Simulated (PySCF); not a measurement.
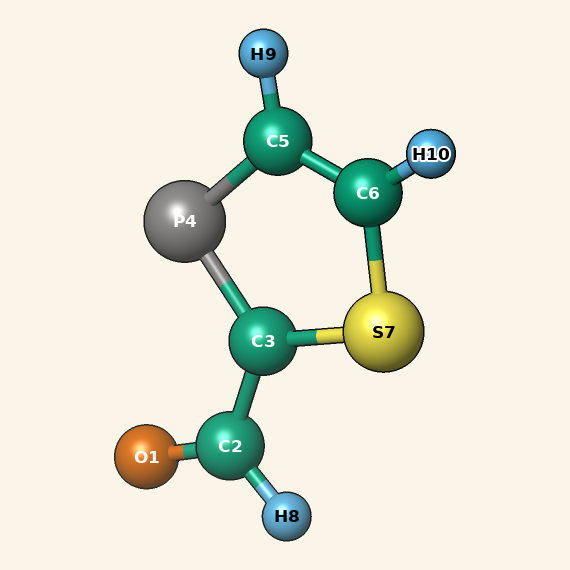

Computed geometry: GFN2-xTB optimisation. No frequency run is at hand to confirm it as a minimum. Electric field gradients from the ground-state density, PBE0/pcSseg-1 (PySCF 2.14.0), non-relativistic apart from any core potentials.

Give the largest field-gradient component, the quadrupole coupling constant and the asymmetry for 17O at O1 (Q = −25.6 mb), 33S at S7 (Q = −67.81 mb).

| atom | V_zz (a.u.) | e²qQ/h (MHz) | η |
| --- | --- | --- | --- |
| O1 | −1.948 | 11.72 | 0.43 |
| S7 | 1.670 | −26.6 | 0.45 |

The geometry is semi-empirical. Around P such bond lengths and angles can be off by a tenth of an ångström or more and by several degrees, and values that hang on the shape move with them.
